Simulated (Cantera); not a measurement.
Feed: 1 mol Cu2O, 790 mol H2, 0.0032 mol CH4, at 12.0 Pa.

Method: chemical equilibrium by Gibbs-energy minimisation in Cantera with the NASA 1993 tables (ideal gas, pure condensed phases). Candidate condensed phases: C, C6H6, C7H8, C8H18, Cu, CuO, Cu(OH)2, Cu2O, H2O; 113 gas species. The numbers say what is thermodynamically allowed, not how fast it happens.

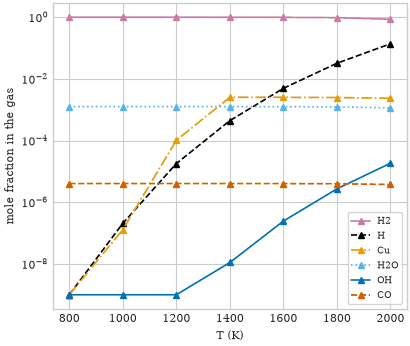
Figure. Equilibrium gas composition (values under 1e-9 drawn at 1e-9)

From 800 K to 1200 K the condensed part is Cu(s). From 1400 K to 2000 K nothing is condensed.
